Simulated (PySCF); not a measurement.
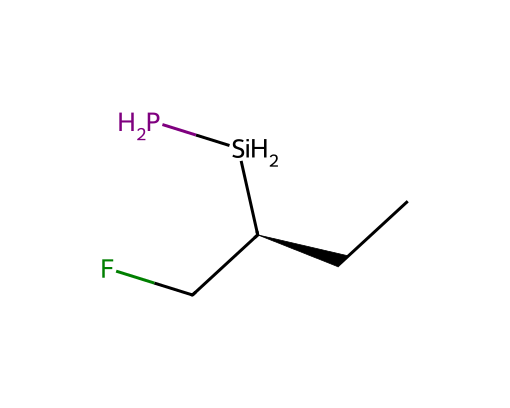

Computed geometry: GFN2-xTB optimisation. No frequency run is at hand to confirm it as a minimum. Properties computed with PBE0/def2-SVPD, gas phase (PySCF 2.14.0). Excitations: vertical, linear response.

What is the dipole moment?

Answer. 1.63 D.

Estimate the HOMO energy (Kohn–Sham orbital).

Answer. −7.41 eV.

What is the brightest of the 8 lowest singlets?

Answer. 6.90 eV.

Give the mean static polarisability at this level.

Answer. 102.3 bohr³.

The geometry is semi-empirical. Around P, Si such bond lengths and angles can be off by a tenth of an ångström or more and by several degrees, and values that hang on the shape move with them.
